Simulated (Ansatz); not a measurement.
Base system: SnTe in the rock salt structure (space group Fm-3m, No. 225; a = 6.371 Å). Axes: x, y, z lie along the cube axes.

Structures relaxed with Ansatz (a first-principles code) r2SCAN, spin-orbit coupling left out, earlier PAW set.

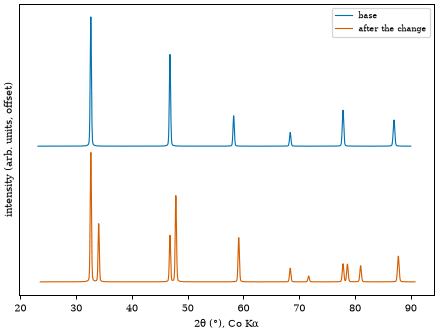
Figure. Simulated powder patterns before (top) and after one change

Task: Which of these changes matches the shifts?
A. biaxial strain +0.19 %, plane normal [110], relaxed out of plane
B. biaxial strain −4.05 %, plane normal [110], relaxed out of plane
C. tensor shear ε_xz = +0.39 %
D. uniaxial strain ε_zz = −4.03 %

Result: D, uniaxial strain ε_zz = −4.03 %. Its volume per atom is 31.02 Å³ against 32.33 Å³, and its space group is I4/mmm (No. 139).

A biaxial case was relaxed in a doubled cell and then solved in the primitive one. No phonon test of stability was made. All final runs are without spin polarisation.
